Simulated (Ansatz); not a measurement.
# Bands, cutoff and cost in G0W0 for Cs2AgAsF6 (Fm-3m)

How do accuracy and time trade against each other in G0W0 on Cs2AgAsF6 (Fm-3m)?

Main program and level: Ansatz 0.2.0; G0W0 on PBE, plane waves, PAW; PAW set soft_1.

In doubt: one-shot GW on d or f shells is unsure, so the values of those runs are not to be relied on.

## Step 1: Set-up

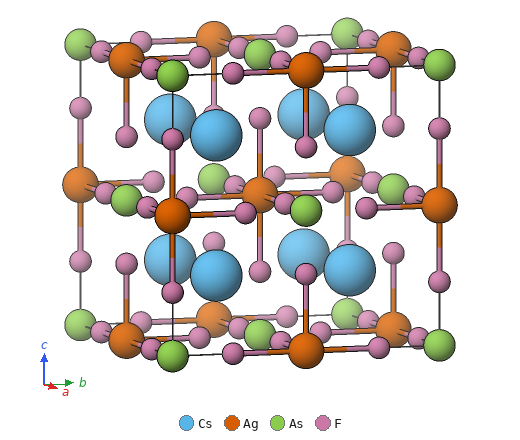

The starting structure, seen slightly off an axis (caesium blue, silver orange, arsenic green, fluorine pink). This picture shows the conventional cell, with its axes. Some periodic images of atoms are drawn too.

The cell and positions are those that the Materials Project relaxed with its own functionals (PBE, PBE+U or r2SCAN), kept fixed. Spin-orbit coupling is left out unless a step names it.

## Step 2: 175 empty bands, screening to 54 eV

G0W0 replaces the xc potential by the self-energy, built once from these orbitals. Only a window of levels is corrected, while the sums run over the empty bands that the input names. This step takes PAW set soft_1 files.

File input.yaml:

```yaml
crystal:
  lattice:
    - [0.0, 4.5976094258, 4.5976094258]
    - [4.5976094258, 0.0, 4.5976094258]
    - [4.5976094258, 4.5976094258, 0.0]
  atoms:
    - { symbol: Cs, position: [0.75, 0.75, 0.75] }
    - { symbol: Cs, position: [0.25, 0.25, 0.25] }
    - { symbol: Ag, position: [0.5, 0.5, 0.5] }
    - { symbol: As, position: [0.0, 0.0, 0.0] }
    - { symbol: F, position: [0.77327897, 0.22672103, 0.22672103] }
    - { symbol: F, position: [0.22672103, 0.22672103, 0.77327897] }
    - { symbol: F, position: [0.22672103, 0.77327897, 0.77327897] }
    - { symbol: F, position: [0.22672103, 0.77327897, 0.22672103] }
    - { symbol: F, position: [0.77327897, 0.22672103, 0.77327897] }
    - { symbol: F, position: [0.77327897, 0.77327897, 0.22672103] }
kpoints:
  mp_grid: { grid: [4, 4, 4] }
hamiltonian:
  xc: pbe
  pseudopotentials: { kind: paw, azcp: { folder: soft_1 } }
scf:
  occupations: { method: fixed }
gw:
  n_empty_bands: 175
  ecut_chi: 54
  qp_bands: [v3, c3]
  qp_kpoints: band_edges
  screening: { model: contour_deformation }
```

Launch:

```console
$ ansatz run input.yaml --threads 2 --pin off --max-ram 92160MiB --backend cuda --events-out ev --progress --plain --runs-dir out --devices 1 --max-vram 13GiB
```

Numbers of over 12 decimals in the logs are rounded to 6 here.

What it wrote:

```text
GPUs: using 1 of 1 available (devices: 1).
Engine: ansatz 0.2.0, x86_64-unknown-linux-gnu
Pseudopotentials: kind: paw
Pseudopotential: Cs, paw, valence charge 9, recommended cutoff 420 eV (normal), soft_1/Cs.paw.azcp
Pseudopotential: Ag, paw, valence charge 19, recommended cutoff 420 eV (normal), soft_1/Ag.paw.azcp
Pseudopotential: As, paw, valence charge 15, recommended cutoff 420 eV (normal), soft_1/As.paw.azcp
Pseudopotential: F, paw, valence charge 7, recommended cutoff 420 eV (normal), soft_1/F.paw.azcp
Functional definition: PBE
  parameter kappa = 0.804
  parameter beta = 0.066725
  exchange = pbe_x(kappa = kappa, mu = beta*pi^2/3)
  correlation = pbe_c(beta = beta)
device memory: the entry about to start is reckoned to put 2.8 GiB on a device that reports 44.2 GiB free (of which the cap on the GPU budget leaves the run 13.0 GiB)
GPU FFT provider: cuFFT
GPU libraries: cuBLAS 13.8.2, cuFFT 12.4.0, cuSOLVER 12.3.4
Crystal: 10 atoms, lattice volume = 194.369 Å³
Basis set: ecut = 420 eV, 3839 PW (Γ)
Bands: 57, of which v1, the nominal top of the filled ones, is band 47 counted from 1 (46 counted from 0)
Symmetry: 48 space group operations
Space group: Fm-3m (ITA 225), of the structure as read, at distance tolerance 5.8e-5 Å
k-points: 8 of 64
Non-local potential: Cs, projectors of the file, l = 0: 3, l = 1: 2, l = 2: 2, l = 3: 2
Non-local potential: Ag, projectors of the file, l = 0: 3, l = 1: 2, l = 2: 2, l = 3: 1
Non-local potential: As, projectors of the file, l = 0: 2, l = 1: 2, l = 2: 3, l = 3: 1
Non-local potential: F, projectors of the file, l = 0: 2, l = 1: 2, l = 2: 1
PAW form: soft (Blöchl's): semilocal exchange-correlation on the pseudo side does not see the compensation charge
PAW one-centre angular grid: Cs, 194 points (default); XC on 64 Gauss nodes
PAW one-centre angular grid: Ag, 590 points (default); XC on 64 Gauss nodes
PAW one-centre angular grid: As, 590 points (default); XC on 64 Gauss nodes
PAW one-centre angular grid: F, 110 points (default); XC on 64 Gauss nodes
Initial density: superposition of atomic densities (chi_scale 0.1, normalization cell, long waves kept (reshape's long-wave potential 0.02 eV rms))
Initial wavefunctions: pseudopotential atomic-orbital guess
GPU buffer pool allocated for 91125 grid points (all kernels)
GPU transforms: local potential and band sums: pruned to the plane-wave sphere, on 45×45×45
Functional: x = pbe(κ = 0.804, μ = 0.219515), c = pbe(β = 0.066725)
SCF iter   1: F=—  HF=-28658.453366 eV  |F-HF|=—  |Δ(HF+E_count)|=         —  Δρ=1.69e-1  dr2=5.57e1  ethr=3.10e-3  ⟨swp⟩=4.8  Hψ=1489  notcnv=0  defer=44
preconditioner: auto → Resta (q_TF=auto, 2.417 Å⁻¹)  ε∞=4.3  [insulator: Δε(μ)=0.546 eV  Ē_g=12.436 eV  n_scr=58 (ndim 8)  ℏωp=22.6 eV  f_vac=0.022  ε∞_Penn≈4.3]
SCF iter   2: F=—  HF=-28645.530925 eV  |F-HF|=—  |Δ(HF+E_count)|=    1.29e1  Δρ=6.81e-2  dr2=6.11e0  ethr=3.10e-3  ⟨swp⟩=4.0  Hψ=1173  notcnv=0  defer=53
SCF iter   3: F=—  HF=-28644.208080 eV  |F-HF|=—  |Δ(HF+E_count)|=    1.32e0  Δρ=1.89e-2  dr2=1.26e0  ethr=3.10e-3  ⟨swp⟩=2.1  Hψ=867  notcnv=0  defer=46
SCF iter   4: F=—  HF=-28643.850590 eV  |F-HF|=—  |Δ(HF+E_count)|=   3.57e-1  Δρ=5.89e-3  dr2=1.63e-1  ethr=1.34e-3  ⟨swp⟩=3.1  Hψ=734  notcnv=0  defer=58
SCF iter   5: F=—  HF=-28643.805266 eV  |F-HF|=—  |Δ(HF+E_count)|=   4.53e-2  Δρ=2.39e-3  dr2=1.50e-2  ethr=1.74e-4  ⟨swp⟩=3.0  Hψ=900  notcnv=0  defer=58
SCF iter   6: F=—  HF=-28643.805565 eV  |F-HF|=—  |Δ(HF+E_count)|=   2.99e-4  Δρ=8.57e-4  dr2=1.29e-3  ethr=1.60e-5  ⟨swp⟩=2.9  Hψ=808  notcnv=0  defer=58
SCF iter   7: F=—  HF=-28643.805550 eV  |F-HF|=—  |Δ(HF+E_count)|=   1.43e-5  Δρ=3.61e-4  dr2=1.99e-4  ethr=1.38e-6  ⟨swp⟩=2.4  Hψ=783  notcnv=0  defer=58
SCF iter   8: F=—  HF=-28643.805580 eV  |F-HF|=—  |Δ(HF+E_count)|=   2.96e-5  Δρ=9.81e-5  dr2=1.74e-5  ethr=2.11e-7  ⟨swp⟩=2.0  Hψ=789  notcnv=0  defer=57
SCF iter   9: F=—  HF=-28643.805581 eV  |F-HF|=—  |Δ(HF+E_count)|=   9.52e-7  Δρ=1.91e-5  dr2=1.11e-6  ethr=1.85e-8  ⟨swp⟩=2.0  Hψ=817  notcnv=0  defer=45
SCF iter  10: F=-28643.805582 eV  HF=-28643.805582 eV  |F-HF|=5.61e-8  |Δ(HF+E_count)|=   1.02e-6  Δρ=3.71e-6  dr2=3.80e-8  ethr=1.06e-10  ⟨swp⟩=10.5  Hψ=2187  notcnv=0
SCF 1 converged in 10 iterations: F = -28643.805582 eV  dr2 = 3.80e-8
  greatest PAW one-centre occupation: 1.001 electrons in one spin orbital (limit 2), on the Ag atom at site 2 (counted from 0), in its partial waves of l = 0
device memory: the entry about to start is reckoned to put 3.4 GiB on a device that reports 39.0 GiB free (of which the cap on the GPU budget leaves the run 13.0 GiB)
NSCF: frozen V_eff on 8 k-points
the band table was solved once the SCF had ended and its energy, with any forces and stress, was formed, with the checks that follow a solve (1766 applications of the Hamiltonian). They found nothing against the state; the energy, forces and stress were not computed again (output.eigenvalues in the input reference)
device memory: the entry about to start is reckoned to put 2.9 GiB on a device that reports 51.1 GiB free (of which the cap on the GPU budget leaves the run 13.0 GiB)
NSCF: frozen V_eff on 8 k-points
G₀W₀ screening: q 1/8
[... further progress lines ...]
device memory: the entry about to start is reckoned to put 1.2 GiB on a device that reports 45.1 GiB free (of which the cap on the GPU budget leaves the run 13.0 GiB)
NSCF: frozen V_eff on 1 k-points
SCF converged after 10 iterations
Free energy (F): -28643.805582 eV
Harris-Foulkes:  -28643.805582 eV  (|F-HF|=5.61e-8)
Internal energy: -28643.805582 eV  (E = F + TS)
E sigma→0 (E₀):  -28643.805582 eV
Fermi energy:    5.276786 eV
--- Per-component energies (eV) ---
  E_band       = -965.648474
  E_kinetic    = 2033.630065
  E_local      = -10486.856010  (includes V_loc(G=0)·N_el)
  E_nonlocal   = 210.904219
  E_hartree    = 4741.960775
  E_xc         = -1049.062994
  E_vxc        = -1140.216158  (∫ρ·V_xc dr)
  E_paw        = -17320.896836  (= ΣΔE_a)
  E_vpaw       = -1067.042726  (= ΣTr[D̂ρ^β])
  E_aug_tail   = 0.004465  (compensation charges beyond the density's cutoff)
  E_ewald      = -6773.489267
  E_smearing   = -0.000000  (= −TS)
  E_closure    = -0.000000  (closes the sum)
  Σ components = -28643.805582   (vs F -28643.805582, Δ=0.00e0)
--- Band table (eV; the first three rows and the last of 8) ---
  k-point 0: bands = [... 43 lower, 3.5176, 3.5176, 4.2086, 4.2086, 8.9544, 9.0193, 9.0193, 9.0193, ... 6 higher]
  k-point 1: bands = [... 43 lower, 3.5449, 3.8553, 4.0737, 4.0737, 8.1228, 9.4326, 9.4326, 10.2125, ... 6 higher]
  k-point 2: bands = [... 43 lower, 3.5629, 3.9522, 3.9522, 4.2729, 7.7075, 9.9232, 9.9232, 11.0255, ... 6 higher]
  k-point 7: bands = [... 43 lower, 3.5735, 3.6266, 4.0243, 5.1773, 8.4855, 9.6206, 9.6206, 10.3311, ... 6 higher]
--- G₀W₀: contour deformation, 6 samples at zero and on the imaginary axis and 2 off it, 64 q-points, 175 empty bands' worth ---
  eigenvalues of the whole cell's RPA ε∞ on this k-mesh (on a slab, of 1 + 4πα/V) = 2.9487, 2.9487, 2.9487; static W/v taken at q = 0 is 0.339138
  bands read: the sum over 222 bands ends inside a degenerate multiplet in 3 slots, whose members it reads at an even weight; the widest, k=1: bands 222 to 223 (counted from 1) at 1/2 each
  gw.qp_kpoints: band_edges: 8 of 8 stored k-points solved, in 1 pass; an edge of the gap read off the rows below is read off those points alone
    ik  band        ε_KS         Σx   Σc(E_QP)       V_xc       Z   E_QP_lin       E_QP  E_QP is
     0    45      3.5176   -34.7764     5.5293   -27.9235  0.7384     2.1324     2.1940  root
     0    46      4.2086   -35.5779     5.4515   -28.9480  0.7462     2.9876     3.0301  root
     0    47      4.2086   -35.5779     5.4515   -28.9480  0.7462     2.9876     3.0301  root
     0    48      8.9544   -10.7973    -3.3426   -15.2694  0.8013    10.1124    10.0838  root
     0    49      9.0193   -10.1606    -3.3003   -14.6833  0.8081    10.2703    10.2417  root
     0    50      9.0193   -10.1606    -3.3003   -14.6833  0.8081    10.2703    10.2417  root
     1    45      3.8553   -25.6154     3.3589   -21.5573  0.7591     3.1436     3.1561  root
     1    46      4.0737   -35.2501     5.4384   -28.6152  0.7434     2.8296     2.8772  root
     1    47      4.0737   -35.2501     5.4384   -28.6152  0.7434     2.8296     2.8772  root
     1    48      8.1228   -10.2034    -3.3135   -14.6442  0.8109     9.2709     9.2499  root
     1    49      9.4326   -11.6285    -3.2728   -16.2194  0.7968    10.7913    10.7507  root
     1    50      9.4326   -11.6285    -3.2728   -16.2194  0.7968    10.7913    10.7507  root
     2    45      3.9522   -35.0802     5.4648   -28.3994  0.7401     2.6833     2.7362  root
     2    46      3.9522   -35.0802     5.4648   -28.3994  0.7401     2.6833     2.7362  root
     2    47      4.2729   -27.2068     3.5577   -22.9991  0.7611     3.6142     3.6229  root
     2    48      7.7075    -8.9092    -3.5364   -13.5463  0.8172     8.8266     8.8082  root
     2    49      9.9232   -13.7426    -3.3163   -18.5238  0.7777    11.4538    11.3881  root
     2    50      9.9232   -13.7426    -3.3163   -18.5238  0.7777    11.4538    11.3881  root
     3    45      3.5724   -34.8757     5.5735   -27.9837  0.7392     2.1946     2.2539  root
     3    46      4.2098   -35.5928     5.4559   -28.9579  0.7461     2.9880     3.0308  root
     3    47      4.4785   -30.5233     4.1644   -25.4760  0.7603     3.5775     3.5957  root
     3    48      8.3877   -11.0327    -3.2301   -15.4116  0.8055     9.5600     9.5365  root
     3    49      9.3568   -11.3092    -3.3535   -15.9802  0.7974    10.7144    10.6743  root
     3    50      9.3568   -11.3092    -3.3535   -15.9802  0.7974    10.7144    10.6743  root
[...]
6    49      9.5169   -12.1878    -3.1924   -16.6934  0.7955    10.8705    10.8302  root
     6    50      9.6809   -12.5067    -3.4490   -17.3751  0.7847    11.1580    11.1002  root
     7    45      3.6266   -34.9979     5.6142   -28.0675  0.7400     2.2530     2.3104  root
     7    46      4.0243   -35.1313     5.4315   -28.4971  0.7421     2.7714     2.8216  root
     7    47      5.1773   -31.6007     4.1048   -26.7611  0.7669     4.4328     4.4426  root
     7    48      8.4855    -9.5205    -3.6921   -14.4026  0.8041     9.7046     9.6755  root
     7    49      9.6206   -12.4745    -3.3291   -17.1819  0.7888    11.0494    10.9990  root
     7    50      9.6206   -12.4745    -3.3291   -17.1819  0.7888    11.0494    10.9990  root
```

It took 15 s on 1 × NVIDIA H100 80GB HBM3 (shared by 6 runs) with 2 threads of AMD EPYC 7R13 (Zen 3), shared host; peak memory 1.3 GiB; 14 s of CPU time.

This step gave:

```
bands summed                                 : 222
RPA ε∞ on this mesh (eigenvalues)            : 2.949, 2.949, 2.949
plane waves in the screening matrix          : 169
q-points in the mesh                         : 64
G0W0 gap on the mesh                         : 4.253 eV
k of the valence top                         : 0, -0.5, -0.5
k of the conduction bottom                   : 0, 0, -0.5
starting gap on the mesh                     : 2.431 eV
Z at the valence top                         : 0.7683
Z at the conduction bottom                   : 0.8172
least direct G0W0 gap on the computed points : 5.171 eV
```

The gap on the mesh goes from 2.43 eV to 4.25 eV, a correction of +1.82 eV. Between the two edge states, bare exchange in place of the xc potential would open the gap by 9.42 eV, and correlation takes back 7.60 eV.

## Step 3: 495 empty bands, screening to 108 eV

Bands and screening cutoff are moved together, since each hides the error of the other.

Edit input.yaml of step 2 so:

```diff
@@ -24,4 +24,4 @@
 gw:
-  n_empty_bands: 175
-  ecut_chi: 54
+  n_empty_bands: 495
+  ecut_chi: 108
   qp_bands: [v3, c3]
```

What it wrote:

```text
GPUs: using 1 of 1 available (devices: 1).
[...]
GPU FFT provider: cuFFT
GPU libraries: cuBLAS 13.8.2, cuFFT 12.4.0, cuSOLVER 12.3.4
Crystal: 10 atoms, lattice volume = 194.369 Å³
Basis set: ecut = 420 eV, 3839 PW (Γ)
Bands: 57, of which v1, the nominal top of the filled ones, is band 47 counted from 1 (46 counted from 0)
Symmetry: 48 space group operations
[...]
k-points: 8 of 64
[...]
GPU buffer pool allocated for 91125 grid points (all kernels)
[...]
SCF iter   1: F=—  HF=-28658.453366 eV  |F-HF|=—  |Δ(HF+E_count)|=         —  Δρ=1.69e-1  dr2=5.57e1  ethr=3.10e-3  ⟨swp⟩=4.8  Hψ=1489  notcnv=0  defer=44
[...]
SCF iter  10: F=-28643.805582 eV  HF=-28643.805582 eV  |F-HF|=5.61e-8  |Δ(HF+E_count)|=   1.02e-6  Δρ=3.71e-6  dr2=3.80e-8  ethr=1.06e-10  ⟨swp⟩=10.5  Hψ=2187  notcnv=0
SCF 1 converged in 10 iterations: F = -28643.805582 eV  dr2 = 3.80e-8
[...]
NSCF: frozen V_eff on 8 k-points
[...]
G₀W₀ screening: q 1/8
[... further progress lines ...]
[...]
SCF converged after 10 iterations
Free energy (F): -28643.805582 eV
[...]
Internal energy: -28643.805582 eV  (E = F + TS)
E sigma→0 (E₀):  -28643.805582 eV
Fermi energy:    5.276786 eV
[...]
--- Band table (eV; the first three rows and the last of 8) ---
  k-point 0: bands = [... 43 lower, 3.5176, 3.5176, 4.2086, 4.2086, 8.9544, 9.0193, 9.0193, 9.0193, ... 6 higher]
  k-point 1: bands = [... 43 lower, 3.5449, 3.8553, 4.0737, 4.0737, 8.1228, 9.4326, 9.4326, 10.2125, ... 6 higher]
  k-point 2: bands = [... 43 lower, 3.5629, 3.9522, 3.9522, 4.2729, 7.7075, 9.9232, 9.9232, 11.0255, ... 6 higher]
  k-point 7: bands = [... 43 lower, 3.5735, 3.6266, 4.0243, 5.1773, 8.4855, 9.6206, 9.6206, 10.3311, ... 6 higher]
[...]
0    45      3.5176   -34.7764     5.3498   -27.9235  0.7337     1.9303     2.0144  root
     0    46      4.2086   -35.5779     5.2797   -28.9480  0.7400     2.7992     2.8584  root
     0    47      4.2086   -35.5779     5.2797   -28.9480  0.7400     2.7992     2.8584  root
     0    48      8.9544   -10.7973    -3.5211   -15.2694  0.7971     9.9239     9.9053  root
     0    49      9.0193   -10.1606    -3.5372   -14.6833  0.8039    10.0219    10.0047  root
     0    50      9.0193   -10.1606    -3.5372   -14.6833  0.8039    10.0219    10.0047  root
     1    45      3.8553   -25.6154     3.2313   -21.5573  0.7518     3.0103     3.0285  root
     1    46      4.0737   -35.2501     5.2611   -28.6152  0.7375     2.6336     2.6999  root
[...]
7    47      5.1773   -31.6007     3.9493   -26.7611  0.7582     4.2725     4.2871  root
     7    48      8.4855    -9.5205    -3.9340   -14.4026  0.8008     9.4505     9.4334  root
     7    49      9.6206   -12.4745    -3.5639   -17.1819  0.7831    10.7957    10.7642  root
     7    50      9.6206   -12.4745    -3.5639   -17.1819  0.7831    10.7957    10.7642  root
```

Run time: 31 s. Hardware: 1 × NVIDIA H100 80GB HBM3 (shared by 6 runs) with 2 threads; peak memory 1.9 GiB; 38 s of CPU time.

This step gave:

```yaml
bands_summed: 542
rpa_eps_infinity_on_this_mesh_eigenvalues: 2.938, 2.938, 2.938
plane_waves_in_the_screening_matrix: 531
q_points_in_the_mesh: 64
g0w0_gap_on_the_mesh: 4.162 eV
k_of_the_valence_top: 0, -0.5, -0.5
k_of_the_conduction_bottom: 0, 0, -0.5
starting_gap_on_the_mesh: 2.431 eV
z_at_the_valence_top: 0.7596
z_at_the_conduction_bottom: 0.8143
least_direct_g0w0_gap_on_the_computed_points: 5.059 eV
```

Against the run with 4×4×4 mesh, 175 empty bands, screening to 54 eV, PAW set soft_1 files, the gap moves by −0.09 eV.

## Step 4: 1065 empty bands, screening to 180 eV

Edit input.yaml of step 3 so:

```diff
@@ -24,4 +24,4 @@
 gw:
-  n_empty_bands: 495
-  ecut_chi: 108
+  n_empty_bands: 1065
+  ecut_chi: 180.0
   qp_bands: [v3, c3]
```

What it wrote:

```text
GPUs: using 1 of 1 available (devices: 1).
[...]
GPU FFT provider: cuFFT
GPU libraries: cuBLAS 13.8.2, cuFFT 12.4.0, cuSOLVER 12.3.4
Crystal: 10 atoms, lattice volume = 194.369 Å³
Basis set: ecut = 420 eV, 3839 PW (Γ)
Bands: 57, of which v1, the nominal top of the filled ones, is band 47 counted from 1 (46 counted from 0)
Symmetry: 48 space group operations
[...]
k-points: 8 of 64
[...]
1    46      4.0737   -35.2501     5.1534   -28.6152  0.7365     2.5142     2.5922  root
[...]
7    47      5.1773   -31.6007     3.7593   -26.7611  0.7547     4.0750     4.0971  root
     7    48      8.4855    -9.5205    -4.0376   -14.4026  0.8000     9.3429     9.3299  root
     7    49      9.6206   -12.4745    -3.7006   -17.1819  0.7819    10.6516    10.6275  root
     7    50      9.6206   -12.4745    -3.7006   -17.1819  0.7819    10.6516    10.6275  root
[key lines of the parts left out:]
SCF converged after 10 iterations
Free energy (F): -28643.805582 eV
Fermi energy:    5.276786 eV
```

Run time: 79 s. Hardware: 1 × NVIDIA H100 80GB HBM3 (shared by 6 runs) with 2 threads; peak memory 3.6 GiB; 2.1 min of CPU time.

Numbers from this step:

- bands summed: 1112
- RPA ε∞ on this mesh (eigenvalues): 2.927, 2.927, 2.927
- plane waves in the screening matrix: 1067
- G0W0 gap on the mesh: 4.259 eV
- k of the valence top: 0, -0.5, -0.5
- k of the conduction bottom: 0, 0, -0.5
- starting gap on the mesh: 2.431 eV
- least direct G0W0 gap on the computed points: 5.168 eV

Against the run with 4×4×4 mesh, 495 empty bands, screening to 108 eV, PAW set soft_1 files, the gap moves by +0.10 eV.

## Step 5: Changing the k mesh: 2×2×2 mesh, 495 empty bands, screening to 108 eV, PAW set soft_1 files

Only the mesh changes. It samples the long-range screening, which converges on its own terms. Bands and cutoff differ from the step before, so it is read against an earlier run that matches them.

Edit input.yaml of step 4 so:

```diff
@@ -17,3 +17,3 @@
 kpoints:
-  mp_grid: { grid: [4, 4, 4] }
+  mp_grid: { grid: [2, 2, 2] }
 hamiltonian:
@@ -24,4 +24,4 @@
 gw:
-  n_empty_bands: 1065
-  ecut_chi: 180.0
+  n_empty_bands: 495
+  ecut_chi: 108
   qp_bands: [v3, c3]
```

What it wrote:

```text
GPUs: using 1 of 1 available (devices: 1).
[...]
GPU FFT provider: cuFFT
GPU libraries: cuBLAS 13.8.2, cuFFT 12.4.0, cuSOLVER 12.3.4
Crystal: 10 atoms, lattice volume = 194.369 Å³
Basis set: ecut = 420 eV, 3839 PW (Γ)
Bands: 57, of which v1, the nominal top of the filled ones, is band 47 counted from 1 (46 counted from 0)
Symmetry: 48 space group operations
[...]
k-points: 3 of 8
[...]
1    46      3.9527   -35.1107     5.2691   -28.3950  0.7385     2.4424     2.5061  root
[...]
2    47      5.2850   -31.7522     3.9986   -26.8373  0.7592     4.3534     4.3688  root
     2    48      8.9342    -9.5180    -4.0394   -14.5292  0.7909     9.9376     9.9059  root
     2    49      9.5234   -12.1116    -3.4596   -16.6878  0.7903    10.6638    10.6401  root
     2    50      9.6876   -12.4516    -3.7401   -17.3715  0.7815    10.8970    10.8674  root
[key lines of the parts left out:]
SCF converged after 10 iterations
Free energy (F): -28643.765105 eV
Fermi energy:    5.284977 eV
```

The job ended after 14 s (1 × NVIDIA H100 80GB HBM3 (shared by 6 runs) with 2 threads; peak memory 1.4 GiB; 13 s of CPU time).

Numbers from this step:

- bands summed: 542
- RPA ε∞ on this mesh (eigenvalues): 3.051, 3.051, 3.051
- plane waves in the screening matrix: 531
- G0W0 gap on the mesh: 4.210 eV
- k of the valence top: 0, -0.5, -0.5
- k of the conduction bottom: 0, 0, -0.5
- starting gap on the mesh: 2.424 eV
- least direct G0W0 gap on the computed points: 5.101 eV

Against the run with 4×4×4 mesh, 495 empty bands, screening to 108 eV, PAW set soft_1 files, the gap moves by +0.05 eV.

(Continued in part 2 of 2.)

[Paths, hosts, dates, memory and timing lines, banners, echoed tables and standing remarks are left out of the program output.]

[Logs are printed without paths, hosts, clocks, repeated set-up lines and the standing remarks that a program may print on its own settings, such as how far it seeks lower states.]

[Runs of the session that timed out or met a known fault of the program may be left out.]

[Cells called generated may have been cut or substituted from an entry of the Crystallography Open Database or the Materials Project.]

[Hosts, paths, dates, database ids (printed as entryN), source tags and the programs' standing remarks are cut or masked in the printed files.]
